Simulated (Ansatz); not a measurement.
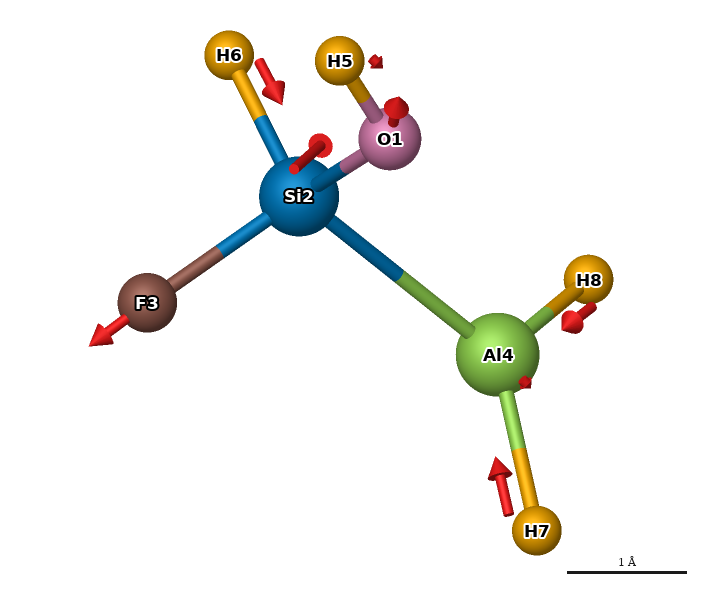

Arrows show the forces on the atoms, 3 Å of arrow for 1 eV/Å; forces under a tenth of the largest aren't drawn. Level of theory: ωB97M-V/def2-TZVPP (Ansatz 0.2.0).

On which atom is the force largest, and how large is it?

On Si2: 0.31 eV/Å.

List the force components in the frame of the picture (x right, y up, z towards the viewer), in eV/Å.

| atom | Fx | Fy | Fz |
| --- | --- | --- | --- |
| O1 | 0.02 | 0.07 | 0.11 |
| Si2 | 0.09 | 0.08 | −0.29 |
| F3 | −0.11 | −0.08 | 0.03 |
| Al4 | 0.02 | −0.02 | −0.01 |
| H5 | 0.03 | −0.03 | −0.01 |
| H6 | 0.07 | −0.12 | 0.08 |
| H7 | −0.04 | 0.17 | −0.05 |
| H8 | −0.09 | −0.07 | 0.14 |
